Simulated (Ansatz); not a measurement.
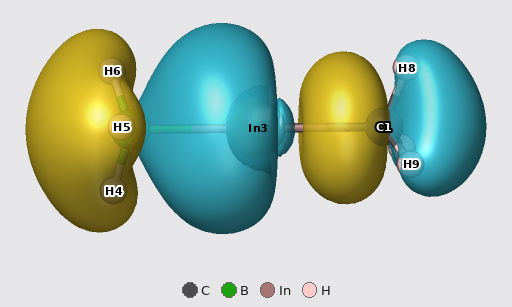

CH6BIn (SMILES [BH3-][In+][CH3]). The HOMO at ±0.06 Å⁻³ᐟ² (yellow and cyan are the two phases), seen across its widest extent.

Geometry: PBE0-D3(BJ)/def2-SVP; core potentials replace the inner electrons of In.

Theory: isolated molecule in a Gaussian basis; Kohn-Sham density functional theory, functional PBE0 in Ansatz.

Input file:

```
crystal:
  periodic: [false, false, false]
  atoms:
    - {symbol: C, position_ang: [-0.006565, -1.354525, 2.560097]}
    - {symbol: B, position_ang: [1.138440, 1.204442, -0.832088]}
    - {symbol: In, position_ang: [0.562095, -0.087656, 0.877587]}
    - {symbol: H, position_ang: [1.051530, 0.437393, -1.780305]}
    - {symbol: H, position_ang: [0.292406, 2.086192, -0.786420]}
    - {symbol: H, position_ang: [2.273266, 1.545016, -0.529864]}
    - {symbol: H, position_ang: [0.443106, -2.354998, 2.457781]}
    - {symbol: H, position_ang: [0.337821, -0.912020, 3.508370]}
    - {symbol: H, position_ang: [-1.101614, -1.466546, 2.604242]}
basis:
  gaussian: {orbitals: def2-TZVPD}
hamiltonian: {xc: pbe0}
output: {forces: true, orbitals: {seedname: orbitals}}
```

Run with:

```sh
ansatz run input.yaml --threads 2 --pin off --max-ram 4350MiB --events-out events.jsonl --progress --plain --runs-dir runs
```

> Describe this orbital and give its energy.

It lies mainly on In3 (about 35 %), B2 (about 25 %) and C1 (about 25 %). Its energy is −6.59 eV.
